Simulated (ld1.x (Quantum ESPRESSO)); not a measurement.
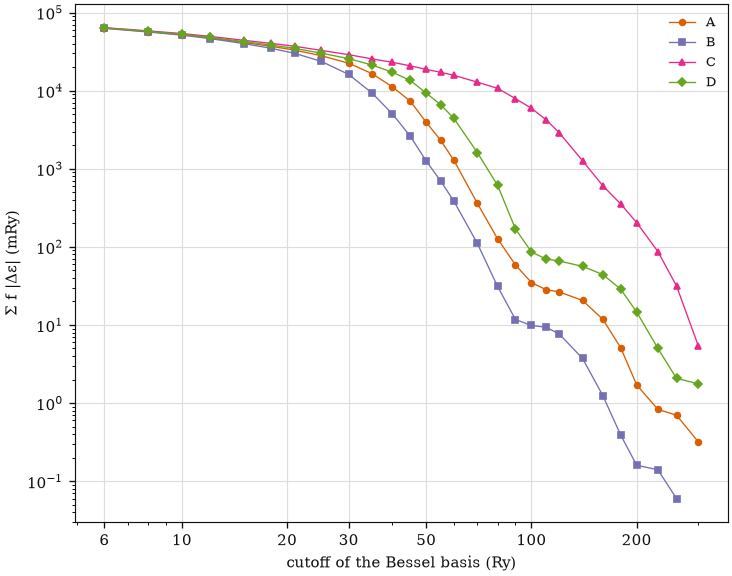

The occupation-weighted error of the valence levels in a spherical-Bessel basis for 4 variants of one potential.

Base settings:

* Element: Zn (Z = 30)
* Generator: ld1.x (Quantum ESPRESSO) 7.5
* Type: norm-conserving RRKJ (Kleinman–Bylander form)
* Functional: PW91
* Relativity: scalar-relativistic
* Frozen core: [Ne]
* Valence charge: 20
* Reference configuration: 3s2 3p6 3d9 4s0 4p0 (charge +3)
* Partial waves: 3p (bound): rc 0.90 bohr; 3d (bound): rc 1.25 bohr; 3s (bound): rc 0.75 bohr
* Local potential: the s channel
* Core correction: Bessel-smoothed model core inside 0.40 bohr

> The variants differ in the scale factor on all radii: 0.77, 1.09, 1.23, 1.38. Which curve belongs to which value?

A: 1.23; B: 1.38; C: 0.77; D: 1.09.
